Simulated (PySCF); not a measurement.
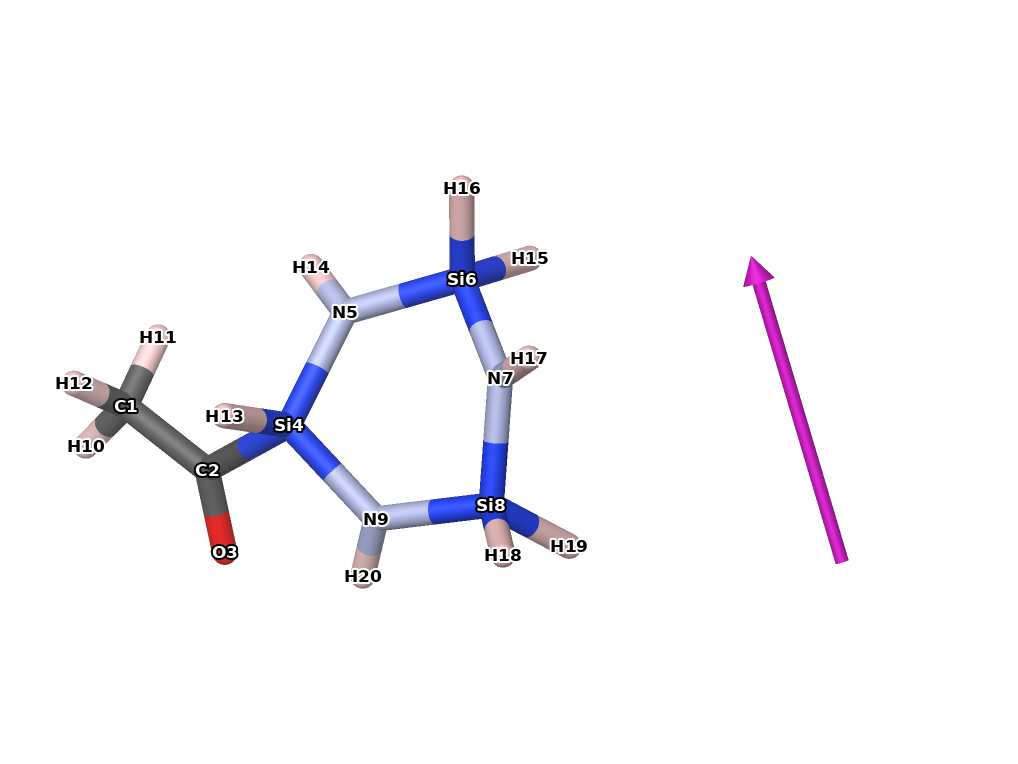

The arrow beside the molecule shows the direction of the dipole moment, from the negative to the positive end (its length means nothing). The computed structure is the end point of a PBE0-D3(BJ)/def2-SVP optimisation. No frequency run is at hand to confirm it as a minimum. Properties computed with PBE0/pcSseg-1, gas phase (PySCF 2.14.0).

Question: How large is the dipole moment?

Answer: 2.59 D; it points from the side of H19 to the side of H16 (the outermost atoms at the two ends).
